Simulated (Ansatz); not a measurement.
## Electronic structure of Cl₂H₂O₂Si···SiH₄ in real space

Input file:

```
crystal:
  periodic: [false, false, false]
  atoms:
    - {symbol: Si, position_ang: [-0.502212, 1.041314, -1.260558]}
    - {symbol: Si, position_ang: [0.804562, -1.835591, 1.798473]}
    - {symbol: Cl, position_ang: [0.047171, -0.664920, -2.202876]}
    - {symbol: Cl, position_ang: [-1.726292, 0.537361, 0.298730]}
    - {symbol: O, position_ang: [-1.297235, 2.058261, -2.241935]}
    - {symbol: H, position_ang: [1.474212, -0.711082, 1.099359]}
    - {symbol: O, position_ang: [0.856616, 1.750159, -0.753349]}
    - {symbol: H, position_ang: [1.833850, -2.751925, 2.355192]}
    - {symbol: H, position_ang: [-0.054123, -2.582091, 0.846171]}
    - {symbol: H, position_ang: [-0.026851, -1.307213, 2.909810]}
    - {symbol: H, position_ang: [-2.198081, 1.844104, -2.490630]}
    - {symbol: H, position_ang: [0.788383, 2.621722, -0.358389]}
basis:
  gaussian: {orbitals: def2-TZVPP}
hamiltonian: {xc: pbe0, dispersion: d4}
output: {orbitals: {seedname: orbitals}}
```

Command:

```sh
ansatz run in.yaml --threads 4 --pin off --events-out ev --progress --plain --max-ram 66560MiB --backend cuda --devices 0, --max-vram 37GiB
```

The product side of a reaction path; geometry: PBE0-D4/def2-TZVP.

The calculation used RKS PBE0-D4/def2-TZVPP in Ansatz 0.2.0.

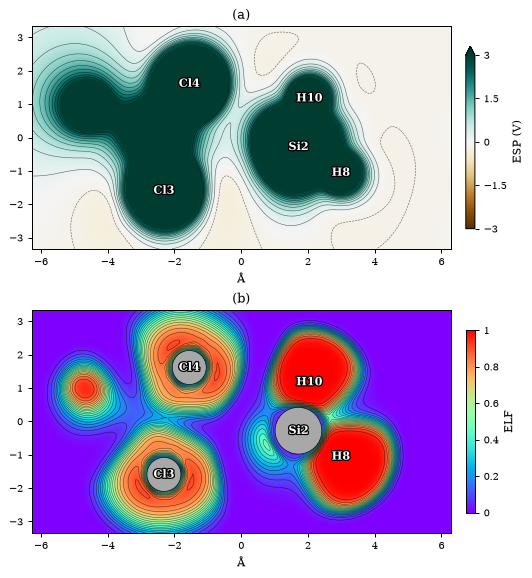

Figure 1. (a) molecular electrostatic potential; (b) electron localisation function on the plane of atoms H8, Si2 and H10. Grey discs cover the atomic cores in the ELF map.

What do the fields say about this system?

Atoms in the plane: Si, Cl and H. Si2···Cl4 (3.78 Å): the ELF dips to about 0 between them: a non-bonded, intermolecular contact. Si–H (1.49 Å): the ELF climbs to about 1 towards the hydrogen, as it does in any bond to H. The ELF also peaks beside Cl3 and Cl4, away from the bonds: lone-pair regions. Outside the dense part of the complex the potential is most negative (−0.3 V) near Cl3.

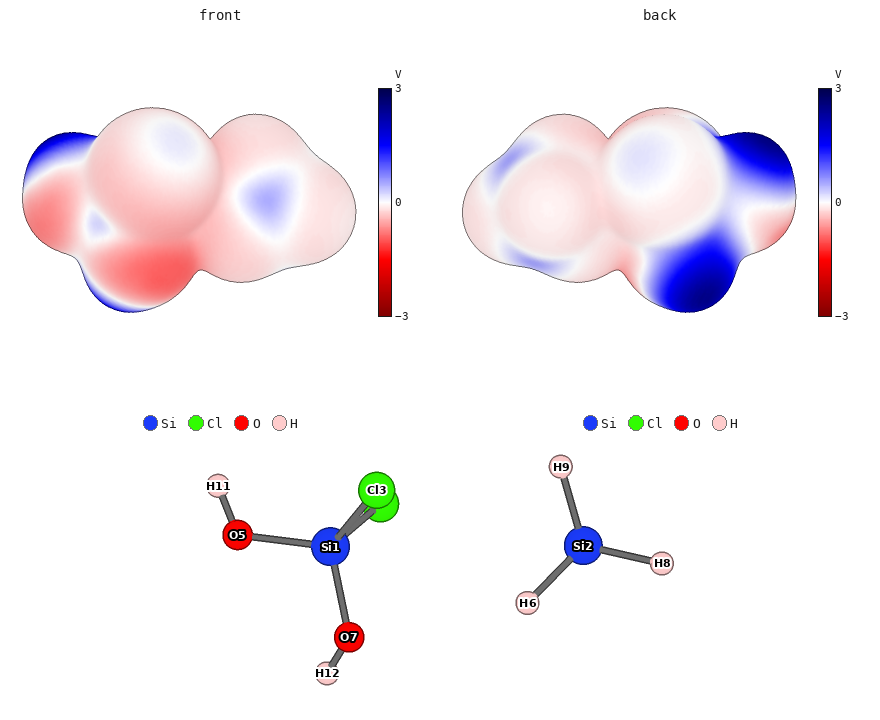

Figure 2. The molecular electrostatic potential painted on the density surface at 0.001 e/bohr³, seen from the front and from behind; red is negative and blue positive. The bare structure is drawn below in the same view.

Describe the electrostatic potential map.

The most negative region (about −0.9 V) lies over O7, the most positive (about +2.5 V) over H11 and H12.

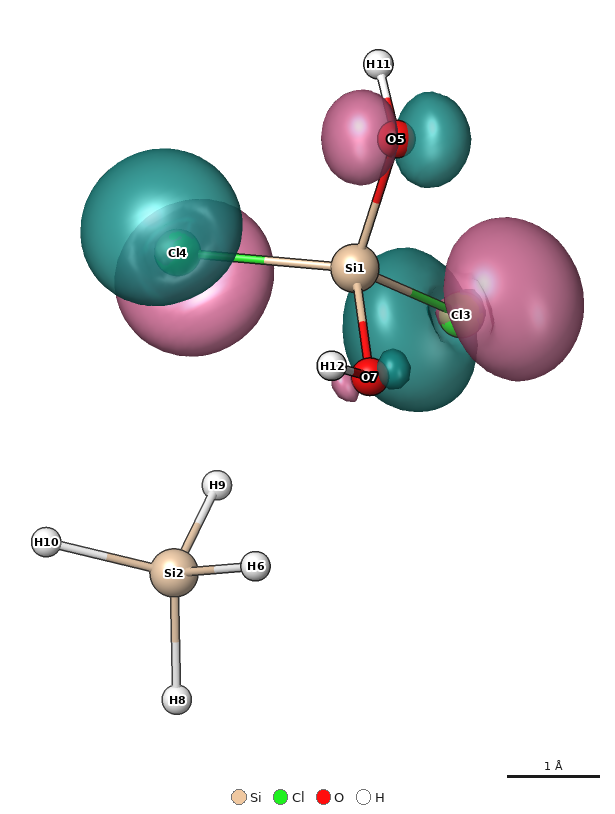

Figure 3. The HOMO at ±0.15 Å⁻³ᐟ² (teal and pink are the two phases), seen at an oblique angle.

Describe this orbital and give its energy.

It lies mainly on Cl3 (about 40 %), Cl4 (about 40 %) and O5 (about 10 %); largely a combination of lone pairs on Cl3, Cl4 and O5. Its energy is −9.19 eV.

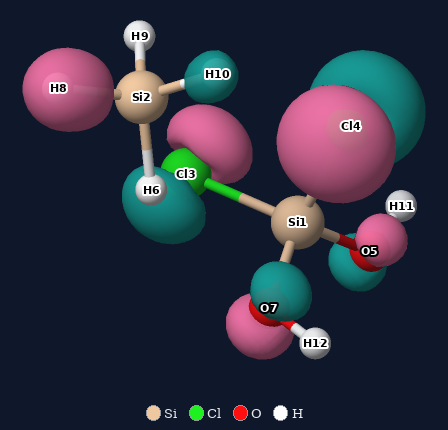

Figure 4. The HOMO−1 at ±0.15 Å⁻³ᐟ² (teal and pink are the two phases), seen at an oblique angle.

What is the character of this orbital?

By Hirshfeld shares it lies mainly on Cl4 (about 45 %), Cl3 (about 15 %), O7 (about 10 %), Si2 (about 10 %) and H8 (about 5 %); largely a combination of lone pairs on Cl4, Cl3 and O7. Its energy is −9.35 eV.
